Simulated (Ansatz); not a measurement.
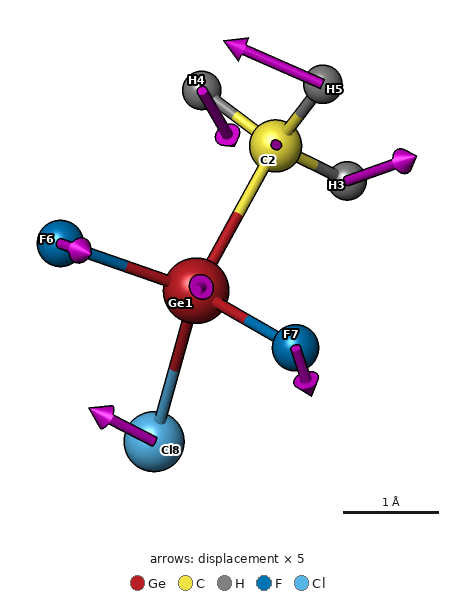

A relaxation of CH$_{3}$ClF$_{2}$Ge. The starting structure is drawn; purple arrows show the displacements, magnified 5 times. The two geometries are superimposed by the best rigid fit.

A ball-and-stick model, seen from a free direction.

The run prepares the start of a later molecular dynamics calculation, from a guessed geometry.

Theory: RKS PBE0-D4/def2-SVP (Ansatz 0.2.0). Settings: no spin polarisation; force threshold 0.02 eV/Å; at most 40 steps.

Describe the change and its energy.

Answer. Over 11 geometry steps the energy falls by 4.46 kcal/mol. The largest force component goes from 2.3 to 0.0098 eV/Å. The largest moves after the best rigid fit, 0.23 Å, are those of H3 and H5. By element the largest moves are H 0.23 Å, Cl 0.17 Å, F 0.14 Å, Ge 0.08 Å, C 0.02 Å. Among the contacts that change: Ge1–Cl8 2.218 → 2.129 Å, Ge1–C2 1.960 → 1.914 Å, Ge1–F6 1.680 → 1.724 Å, C2–H3 1.110 → 1.098 Å. Among the angles between lasting bonds that change: F6–Ge1–F7 109.5° → 104.4°, C2–Ge1–Cl8 109.5° → 114.5°, F6–Ge1–Cl8 109.5° → 107.1°.
